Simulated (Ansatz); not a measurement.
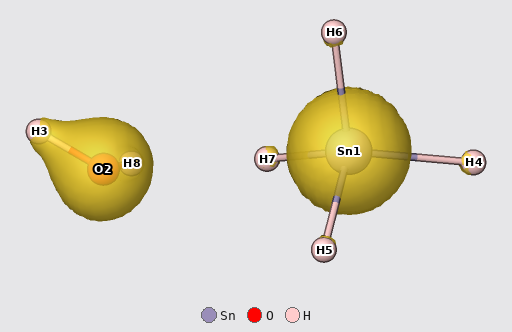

Figure 1: H$_{4}$Sn···H$_{2}$O. Isosurface of the electron density at 1.5 e/Å³ (yellow), seen from one side.

Core potentials replace the inner electrons of Sn; not at a stationary point (largest force 1.0 eV/Å).

Computed with RKS PBE0/def2-TZVP (Ansatz 0.2.0).

The calculation's input:

```
crystal:
  periodic: [false, false, false]
  atoms:
    - { symbol: Sn, position_ang: [0.0, 0.0, 0.0] }
    - { symbol: O, position_ang: [0.0, 0.0, 2.31] }
    - { symbol: H, position_ang: [-0.9095, -0.2814, 2.6471] }
    - { symbol: H, position_ang: [1.6408, 0.0, -0.5794] }
    - { symbol: H, position_ang: [-0.8195, 1.4198, -0.5794] }
    - { symbol: H, position_ang: [-0.8195, -1.4198, -0.5794] }
    - { symbol: H, position_ang: [1.0647, -1.6168, 0.6433] }
    - { symbol: H, position_ang: [0.8094, -1.2292, 1.6366] }
basis:
  gaussian: { orbitals: def2-TZVP }
hamiltonian:
  xc: pbe0
relax:
  f_tol: 0.15
  max_steps: 25
  restrain:
    - { distance: [0, 6], at: 1.74, k: 30.0 }
    - { distance: [7, 1], at: 1.01, k: 30.0 }
    - { distance: [0, 1], at: 3.16, k: 30.0 }
    - { distance: [7, 6], at: 1.86, k: 30.0 }
output:
  orbitals: {}
```

Launched as:

```sh
ansatz run input.yaml --threads 4 --pin off --max-ram 5120MiB --backend cpu --events-out ev --progress --plain --runs-dir out
```

The fields are those of the run's last geometry, not of the input's.

### Which contacts does the surface bridge?

At this value the surface falls into six separate pieces. It bridges the sampled O–H (0.96 Å) contacts, where the density stays above the isovalue. It is pinched off along the sampled H···H (1.86 Å) and Sn–H (1.70 Å) contacts. On the grid the lowest density along these lines, outside the cores, is 0.11 e/Å³ (H···H, 1.86 Å), 2.4 e/Å³ (O–H, 0.96 Å) and 0.78 e/Å³ (Sn–H, 1.70 Å).
